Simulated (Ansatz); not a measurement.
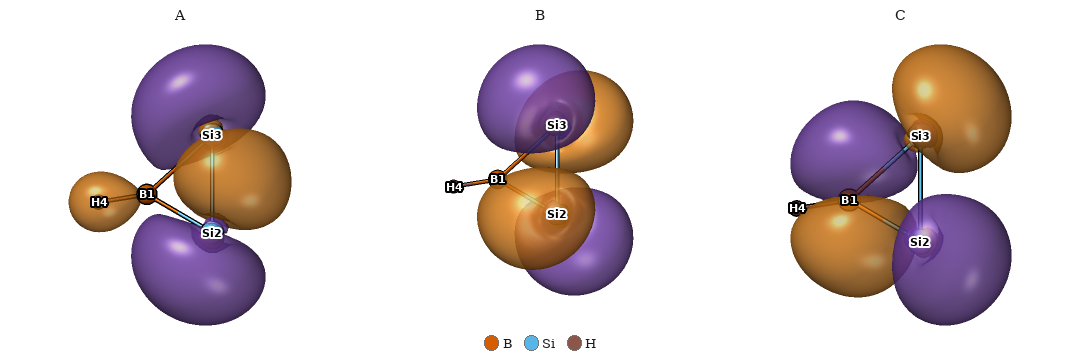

Figure 1: BHSi2 (SMILES B1[Si]#[Si]1) (triplet). Three frontier orbitals at ±0.08 Å⁻³ᐟ² (orange and purple are the two phases), in no order.

Geometry: B3LYP/6-31G*.

Method: isolated molecule in a Gaussian basis; Kohn-Sham density functional theory, functional PBE0 in Ansatz 0.2.0.

Input

```
crystal:
  periodic: [false, false, false]
  atoms:
    - {symbol: B, position_ang: [-0.192188, -0.279654, 0.738965]}
    - {symbol: Si, position_ang: [1.721402, 0.116151, 0.604492]}
    - {symbol: Si, position_ang: [0.202089, 0.521505, -1.004400]}
    - {symbol: H, position_ang: [-1.046772, -0.722641, 1.434603]}
basis:
  gaussian: {orbitals: def2-TZVPD}
hamiltonian: {xc: {name: PBE0}}
output: {forces: true, orbitals: {seedname: orbitals}}
magnetization: {spin_polarized: true, initial_magnetization: 2}
```

Command:

```sh
ansatz run input.yaml --threads 1 --pin off --max-ram 2610MiB --events-out events.jsonl --progress --plain --runs-dir runs
```

### Which picture is the HOMO−1, the HOMO and the LUMO? All are α orbitals.

A is the HOMO−1 (α) (−6.89 eV). It lies mainly on Si2 (about 45 %), Si3 (about 45 %) and B1 (about 5 %); it is symmetric in the molecular plane (an in-plane orbital: σ, lone-pair or in-plane π type). C is the HOMO (α) (−6.44 eV). By Hirshfeld shares it lies mainly on Si2 (about 35 %), Si3 (about 35 %) and B1 (about 30 %); it is symmetric in the molecular plane (an in-plane orbital: σ, lone-pair or in-plane π type). B is the LUMO (α) (−2.07 eV). It lies mainly on Si2 (about 45 %) and Si3 (about 45 %); it changes sign across the molecular plane (π type); π-antibonding (a node) across Si2–Si3.

### What is the gap between the highest occupied and lowest empty α orbitals?

4.37 eV between the orbital energies.
